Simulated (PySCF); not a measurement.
```xyz
23

C     3.3444   -0.7451   -0.0058
C     2.6089    0.3401    0.7753
Si    0.8115   -0.1001    1.1898
F     0.2420    1.1227    2.0945
C    -0.2345   -0.2991   -0.3845
C    -1.7387   -0.4916   -0.1613
C    -2.4115   -1.0045   -1.4338
C    -2.4061    0.7932    0.3173
Cl   -2.2519    2.1049   -0.8797
H     4.3736   -0.4492   -0.2001
H     2.8591   -0.9298   -0.9613
H     3.3598   -1.6775    0.5536
H     3.1499    0.5364    1.7024
H     2.6388    1.2701    0.2029
H     0.6629   -1.2417    2.0895
H     0.1370   -1.1669   -0.9325
H    -0.0952    0.5586   -1.0464
H    -1.8921   -1.2288    0.6363
H    -2.2620   -0.2999   -2.2482
H    -3.4808   -1.1309   -1.2781
H    -1.9916   -1.9644   -1.7244
H    -3.4754    0.6421    0.4686
H    -1.9528    1.1592    1.2358
```

Geometry: GFN2-xTB.

Method: PBE0/pcSseg-1, SCF density, gas phase, non-relativistic (PySCF).

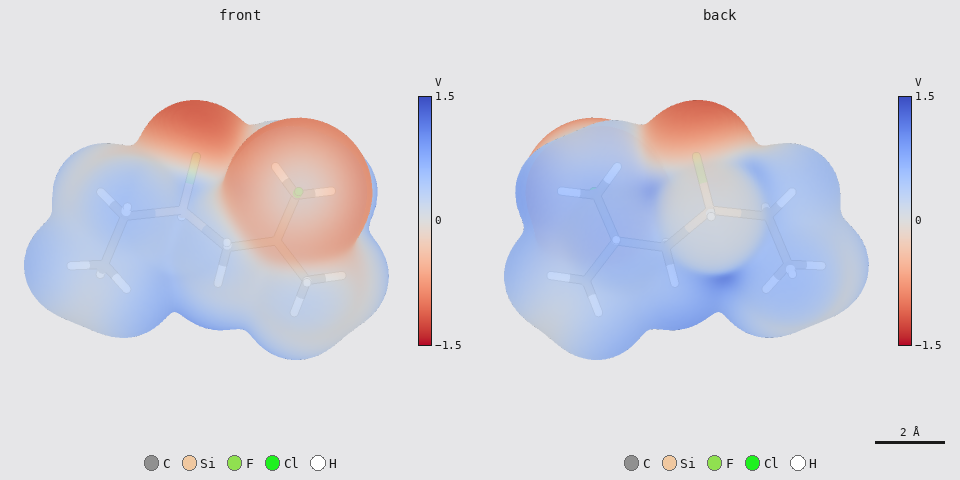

C6H14ClFSi. The electrostatic potential painted on the density surface at 0.001 e/bohr³, seen from the front and from behind; the colour scale runs from red (negative) to blue (positive).

### Which sites attract a positive test charge, and which a negative one?

A positive charge is drawn to the negative regions and a negative charge to the positive ones. The most negative region (about −1.1 V) lies over F4, the most positive (about +0.9 V) over Si3.
